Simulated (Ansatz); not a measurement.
# InSiH5 (SMILES [SiH3][InH2]): HF/def2-TZVP (core potential)

Aim: the electronic atomisation energy of InSiH5 at HF/def2-TZVP (core potential), from 4 runs. 

The calculation is run with Ansatz 0.2.0.

37 further runs of the same task are left out: 37 set aside as unsound or not needed.

### 1 The system as given

The species is InSiH5 (7 atoms), meant as a singlet with charge 0. SMILES: `[SiH3][InH2]`. The shape is that of a PBE0-D4/def2-TZVP optimisation.

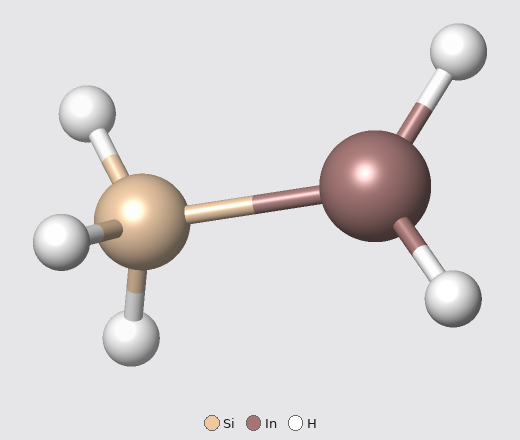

Viewed from a chosen angle; silicon light orange, indium brown, hydrogen white.

### 2 A single-point energy at HF/def2-TZVP (core potential)

The input, molecule.yaml:

```yaml
crystal:
  periodic: [false, false, false]
  atoms:
    - {symbol: Si, position_ang: [-0.667100, -0.641500, -0.642100]}
    - {symbol: In, position_ang: [0.830800, 0.837600, 0.840500]}
    - {symbol: H, position_ang: [-2.119900, -0.371100, -0.463600]}
    - {symbol: H, position_ang: [-0.432000, -2.083300, -0.345900]}
    - {symbol: H, position_ang: [-0.338000, -0.425500, -2.080000]}
    - {symbol: H, position_ang: [0.179100, 2.062100, 1.872000]}
    - {symbol: H, position_ang: [2.547100, 0.621800, 0.819100]}
basis:
  gaussian: {orbitals: def2-TZVP}
hamiltonian: {xc: hf}
accuracy: high
output: {orbitals: {seedname: orbitals}}
```

Launch:

```sh
$ ansatz run molecule.yaml --threads 1 --pin off --max-ram 3480MiB --events-out events.jsonl --progress --plain --runs-dir runs
```

Standard output:

```text
Warning: RAYON_NUM_THREADS=1 ignored (pool sized by the plan → 1); use --threads N
Functional definition: HF
  name "HF"
  exchange = exact_x
  correlation = 0
2299 factors; integrals over basis functions are off by at most 3.6e-9 eV
mean field evaluation 1: about -13088.4657 eV, gradient 1.3e1 eV
mean field evaluation 2: about -13088.5096 eV, gradient 1.3e1 eV
mean field evaluation 4: about -13089.5256 eV, gradient 2.0e0 eV
mean field evaluation 8: about -13089.5378 eV, gradient 4.6e-4 eV
mean field -13089.53783458 eV, -481.0316430134 hartree, gradient 2.9e-8 eV, S^2 0.000000; 0 other end points of the search recorded, 0 dependent functions left out
reference -13089.53783458 eV, -481.0316430134 hartree; 20, 20 occupied and 97, 97 virtual orbitals, 2299 factors
Total energy: -13089.53783458 eV, -481.0316430134 hartree
```

Wall time 4.8 s (1 thread of Arm Neoverse V2, shared host); peak memory 0.35 GiB.

### 3 The H atom, same level

The input, run.yaml:

```yaml
crystal:
  periodic: [false, false, false]
  atoms:
    - {symbol: H, position_ang: [0.000000, 0.000000, 0.000000]}
basis:
  gaussian:
    orbitals: def2-TZVP
total_charge: 0
magnetization:
  spin_polarized: true
  initial_magnetization: 1
hamiltonian:
  xc: hf
accuracy: high
```

Run the same way, it converges to -0.49981 Eh (log not shown).

### 4 The In atom, same level

The input, input.yaml:

```yaml
crystal:
  periodic: [false, false, false]
  atoms:
    - {symbol: In, position_ang: [0.000000, 0.000000, 0.000000]}
basis:
  gaussian:
    orbitals: def2-TZVP
magnetization:
  spin_polarized: true
  initial_magnetization: 1
hamiltonian:
  xc: hf
accuracy: high
```

Run the same way, it converges to -189.21003 Eh (log not shown).

### 5 The Si atom

The input, run.yaml:

```yaml
crystal:
  periodic: [false, false, false]
  atoms:
    - {symbol: Si, position_ang: [0.000000, 0.000000, 0.000000]}
basis:
  gaussian:
    orbitals: def2-TZVP
magnetization:
  spin_polarized: true
  initial_magnetization: 2
hamiltonian:
  xc: hf
accuracy: high
```

Run the same way, it converges to -288.85079 Eh (log not shown).

### 6 What came out

Level: HF/def2-TZVP (core potential).

| quantity | value |
| --- | --- |
| molecule: total energy | -481.03164 Eh |
| molecule: HOMO energy | -9.69 eV |
| molecule: LUMO energy | 0.32 eV |
| molecule: HOMO–LUMO gap | 10.01 eV |
| H atom: total energy | -0.49981 Eh |
| H atom: ⟨S²⟩ | 0.750 |
| In atom: total energy | -189.21003 Eh |
| In atom: ⟨S²⟩ | 0.763 |
| Si atom: total energy | -288.85079 Eh |
| Si atom: ⟨S²⟩ | 2.015 |
| electronic atomisation energy | 12.837 eV |

What this shows: Taking the molecule apart into free atoms costs 12.84 eV (1239 kJ/mol), before zero-point energy and without spin-orbit coupling. Hartree–Fock lacks the correlation of the bonding pairs, which as a rule makes this value much too low; in minimal bases other errors can mask that.
